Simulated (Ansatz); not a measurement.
Abstraction of H: C2H6S2 + B(CH2)(CH3)(NH2) → C2H5S2 + B(CH3)2(NH2)

Species: C2H6S2 (dimethyl disulfide) `CSSC`, singlet; B(CH2)(CH3)(NH2), doublet; C2H5S2 `[CH2]SSC`, doublet; B(CH3)2(NH2), singlet. A radical takes H: the energy is the difference in strength between two C–H bonds in different surroundings.

Shapes, held fixed at every level: PBE0-D4/def2-TZVP. Flexible molecules stand in one conformer, not always the lowest. Programs: Ansatz 0.2.0. The zero-point and thermal change to 298 K, harmonic and unscaled (PBE0-D4/def2-TZVP), is -2.2 kJ/mol.

```tsv
level	kind	ΔH(298 K) (kJ/mol)	less CCSD(T)/CBS estimate
HF/def2-SVP	Hartree–Fock	+10.4	+17.9
PBE-D4/def2-TZVPP	GGA	-14.4	-6.9
r2SCAN-D4/def2-TZVPP	meta-GGA	-10.5	-3.0
wB97X-V/def2-TZVPP	range-separated hybrid	-9.8	-2.3
CCSD/def2-SVP	coupled cluster or CI	-2.2	+5.3
CCSD/def2-TZVPP	coupled cluster or CI	-5.2	+2.3
CCSD(T)/CBS estimate	coupled cluster or CI	-7.5	0.0
```

The highest level, CCSD(T)/CBS estimate, gives ΔH(298 K) = -7.5 kJ/mol; the levels span -14.4 to +10.4. They disagree on the sign: 1 of 7 are positive. The column of differences is taken from that level and isn't an error. No measured value is set beside it here. Open shells run unrestricted. The CBS estimate extrapolates MP2 from def2-TZVPP and def2-QZVPP and adds CCSD(T) − MP2 in the triple-zeta set, cores frozen.

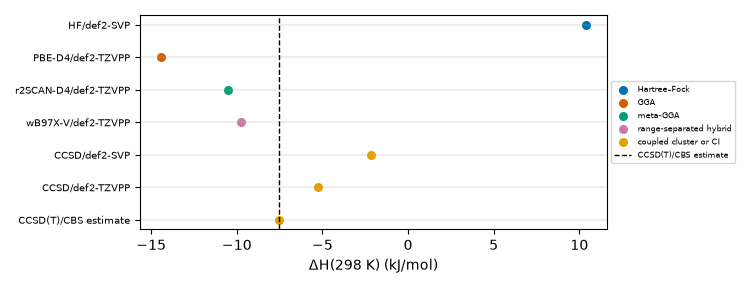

The values of the table, level by level.
